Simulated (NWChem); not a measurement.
# One shape, several levels: P4 (SMILES P12P3P1P23)

Aim: a comparison of 6 runs (B2PLYP/def2-SVPD, BLYP/def2-SVPD, M06-L/def2-SVPD, PBE/def2-SVPD, SVWN5/def2-SVPD, wB97X/def2-SVPD) of P4. 

The calculation is run with NWChem 7.3.0.

1 further run of the same task is left out (set aside as unsound or not needed).

## (1) The system as given

The species is P4 (4 atoms), meant as a singlet with charge 0. SMILES: `P12P3P1P23`. The shape is that of a PBE0-D4/def2-TZVP optimisation.

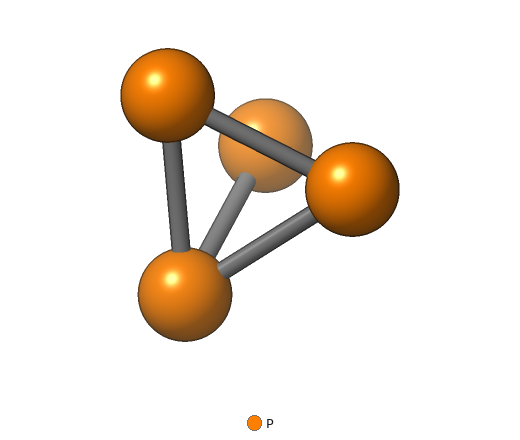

Viewed from a chosen angle; phosphorus orange.

## (2) A single-point energy at B2PLYP/def2-SVPD (run 1)

sp.nw reads:

```
start sp
title "P4 B2PLYP"
memory 2200 mb

geometry units angstroms noautosym nocenter noautoz
  P       -0.724800      -0.100000       1.119400
  P        1.294900       0.109800       0.315700
  P       -0.185000      -1.091700      -0.749800
  P       -0.385100       1.081900      -0.685200
end

basis spherical bse
  * library def2-SVPD
end

dft
  xc hfexch 0.53 becke88 0.47 lyp 0.73 mp2 0.27
  dftmp2 semidirect
  grid fine
  convergence energy 1e-08
  maxiter 100
  mulliken
  print medium
end

mp2
  freeze core 20
end

task dft energy
```

Launch:

```console
nwchem sp.nw > sp.out
```

What it wrote:

```text
[...]
          Wavefunction type:  closed shell.
          No. of atoms     :     4
          No. of electrons :    60
[...]
          Charge           :     0
          Spin multiplicity:     1
[...]
          AO basis - number of functions:    96
[...]
              XC Information
              --------------
                     Hartree-Fock (Exact) Exchange  0.530
                    Becke 1988 Exchange Functional  0.470
              Lee-Yang-Parr Correlation Functional  0.730
[...]
 d= 0,ls=0.0,diis     1  -1364.3182273458 -1.69D+03  8.14D-03  2.19D-01     1.6
[...]
 d= 0,ls=0.0,diis     8  -1364.3526529106 -1.32D-11  2.25D-07  4.19D-10    10.4
         Total DFT energy =    -1364.352652910645
      One electron energy =    -2539.178496778681
           Coulomb energy =      940.031576393063
    Exchange-Corr. energy =      -92.338180415458
 Nuclear repulsion energy =      327.132447890431
[...]
      Total Density - Mulliken Population Analysis
     ---------------------------------------------
    Atom       Charge   Shell Charges
 -----------   ------   -------------------------------------------------------
    1 P   15    15.00   2.00  1.99  1.27  0.59  0.06  5.93  1.37  1.64  0.14  0.02
    2 P   15    15.00   2.00  1.99  1.27  0.59  0.06  5.93  1.37  1.64  0.14  0.02
    3 P   15    15.00   2.00  1.99  1.27  0.59  0.06  5.93  1.37  1.64  0.14  0.02
    4 P   15    15.00   2.00  1.99  1.27  0.59  0.06  5.93  1.37  1.64  0.14  0.02
[...]
  Basis functions       =     96
[...]
```

Wall time 13 s (1 thread of Intel Xeon Platinum 8559C (Emerald Rapids), shared host); peak memory 0.22 GiB.

## (3) Energy and forces at BLYP/def2-SVPD (run 2)

p4.nw reads:

```
start p4
memory stack 880 mb heap 220 mb global 1100 mb

geometry units angstrom noautosym nocenter noautoz
P     -0.724800    -0.100000     1.119400
P      1.294900     0.109800     0.315700
P     -0.185000    -1.091700    -0.749800
P     -0.385100     1.081900    -0.685200
end

basis spherical bse
P library def2-SVPD
end

dft
xc becke88 lyp
grid fine
convergence energy 1e-08
iterations 100
mulliken
noprint "final vectors analysis"
end

task dft gradient
```

Launch:

```console
nwchem p4.nw > p4.out
```

What it wrote:

```text
[...]
          Wavefunction type:  closed shell.
          No. of atoms     :     4
          No. of electrons :    60
[...]
          Charge           :     0
          Spin multiplicity:     1
[...]
          AO basis - number of functions:    96
[...]
              XC Information
              --------------
                    Becke 1988 Exchange Functional  1.000
              Lee-Yang-Parr Correlation Functional  1.000
[...]
 d= 0,ls=0.0,diis     1  -1364.9828532805 -1.69D+03  1.27D-02  5.34D-01     1.6
[...]
 d= 0,ls=0.0,diis     7  -1365.0351325768 -1.89D-09  9.58D-07  7.01D-09     9.1
         Total DFT energy =    -1365.035132576803
      One electron energy =    -2539.471962336341
           Coulomb energy =      940.281224805796
    Exchange-Corr. energy =      -92.976842936689
 Nuclear repulsion energy =      327.132447890431
[...]
      Total Density - Mulliken Population Analysis
     ---------------------------------------------
    Atom       Charge   Shell Charges
 -----------   ------   -------------------------------------------------------
    1 P   15    15.00   2.00  1.98  1.35  0.47  0.11  5.92  1.44  1.54  0.13  0.05
    2 P   15    15.00   2.00  1.98  1.35  0.47  0.11  5.92  1.44  1.54  0.13  0.05
    3 P   15    15.00   2.00  1.98  1.35  0.47  0.11  5.92  1.44  1.54  0.13  0.05
    4 P   15    15.00   2.00  1.98  1.35  0.47  0.11  5.92  1.44  1.54  0.13  0.05
[...]
  wavefunction    = closed shell
                         DFT ENERGY GRADIENTS
    atom               coordinates                        gradient
                 x          y          z           x          y          z
   1 P      -1.369673  -0.188973   2.115359    0.019348   0.002667  -0.029904
   2 P       2.447006   0.207492   0.596586   -0.034555  -0.002936  -0.008426
   3 P      -0.349599  -2.063014  -1.416917    0.004934   0.029171   0.020033
   4 P      -0.727733   2.044495  -1.294840    0.010272  -0.028902   0.018296
[...]
```

Wall time 13 s (1 thread of Intel Xeon Platinum 8559C (Emerald Rapids), shared host); peak memory 0.12 GiB.

Runs 3 to 5 aren't shown in full; the table further down has their settings and results.

## (4) Energy and forces at wB97X/def2-SVPD (run 6)

run.py reads:

```python
from ase import Atoms
from ase.calculators.nwchem import NWChem

mol = Atoms(['P', 'P', 'P', 'P'], positions=[
    [-0.724800, -0.100000, 1.119400],
    [1.294900, 0.109800, 0.315700],
    [-0.185000, -1.091700, -0.749800],
    [-0.385100, 1.081900, -0.685200],
])

calc = NWChem(
    label='mymol',
    theory='dft',
    memory='2200 mb',
    basis='def2-SVPD',
    basispar='spherical bse',
    dft={'xc': 'wb97x', 'mult': '1', 'grid': 'fine', 'convergence': 'energy 1e-08', 'iterations': '100', 'mulliken': None},
)
mol.calc = calc

forces = mol.get_forces()
print(f"energy = {mol.get_potential_energy():.6f} eV")
print("forces (eV/A):")
for s, f in zip(mol.symbols, forces):
    print(f"{s:2s} {f[0]:10.5f} {f[1]:10.5f} {f[2]:10.5f}")
print("dipole (e A):", mol.get_dipole_moment().round(4))
```

Launch:

```console
export ASE_NWCHEM_COMMAND="nwchem PREFIX.nwi > PREFIX.nwo"
python run.py
```

What it wrote:

```text
energy = -37143.910696 eV
forces (eV/A):
P     0.03363    0.00458   -0.04998
P    -0.05986   -0.00458   -0.01399
P     0.00848    0.04767    0.03312
P     0.01774   -0.04767    0.03085
dipole (e A): [-0. -0. -0.]
```

The calculator wrote mymol.nwi:

```
title "mymol"

permanent_dir mymol

scratch_dir mymol

start mymol

geometry units angstrom nocenter noautosym noautoz
  P  -7.2480000000000000e-01 -1.0000000000000001e-01 1.1194000000000000e+00
  P  1.2948999999999999e+00 1.0979999999999999e-01 3.1569999999999998e-01
  P  -1.8500000000000000e-01 -1.0916999999999999e+00 -7.4980000000000002e-01
  P  -3.8510000000000000e-01 1.0819000000000001e+00 -6.8520000000000003e-01
end

memory 2200 mb

basis spherical bse noprint
   * library def2-SVPD
end

dft
  xc wb97x
  mult 1
  grid fine
  convergence energy 1e-08
  iterations 100
  mulliken
end

task dft gradient
```

mymol.nwo (excerpt; [...] marks lines left out):

```text
[...]
         Total DFT energy =    -1365.013552157856
[...]
  wavefunction    = closed shell
[...]
                         DFT ENERGY GRADIENTS
    atom               coordinates                        gradient
                 x          y          z           x          y          z
   1 P      -1.369673  -0.188973   2.115359   -0.000654  -0.000089   0.000972
   2 P       2.447006   0.207492   0.596586    0.001164   0.000089   0.000272
   3 P      -0.349599  -2.063014  -1.416917   -0.000165  -0.000927  -0.000644
   4 P      -0.727733   2.044495  -1.294840   -0.000345   0.000927  -0.000600
[...]
```

It took 68 s on 1 thread of Intel Xeon Platinum 8559C (Emerald Rapids), shared host; peak memory 0.12 GiB.

## (5) All runs side by side

```csv
run,level,task,frozen core orbitals,energy (Eh),dipole moment (D),HOMO energy (eV),LUMO energy (eV),wall time
1,B2PLYP/def2-SVPD,energy,20,-1364.520449,0.00,-8.37,0.62,13 s
2,BLYP/def2-SVPD,gradient,–,-1365.035133,0.00,–,–,13 s
3,M06-L/def2-SVPD,gradient,–,-1365.066310,0.00,-6.91,-1.43,22 s
4,PBE/def2-SVPD,gradient,–,-1364.433378,0.00,-6.68,-1.51,13 s
5,SVWN5/def2-SVPD,gradient,–,-1360.065652,0.01,-6.80,-1.65,9.6 s
6,wB97X/def2-SVPD,gradient,–,-1365.013552,0.00,-9.82,1.32,68 s
```

## (6) Outcome

| quantity | value |
| --- | --- |
| run 6: total energy | -1365.01355 Eh |
| run 6: dipole moment | 0.00 D |
| run 6: HOMO energy | -9.82 eV |
| run 6: LUMO energy | 1.32 eV |
| run 6: HOMO–LUMO gap | 11.14 eV |
| run 6: largest force on an atom | 0.062 eV/Å |

What this shows: Over runs 1, 3, 4, 5, 6 the HOMO–LUMO gap runs from 5.15 eV (SVWN5/def2-SVPD) to 11.14 eV (wB97X/def2-SVPD). Totals of different functionals can't be ranked against each other. All runs together took 2.3 min, the longest 68 s.
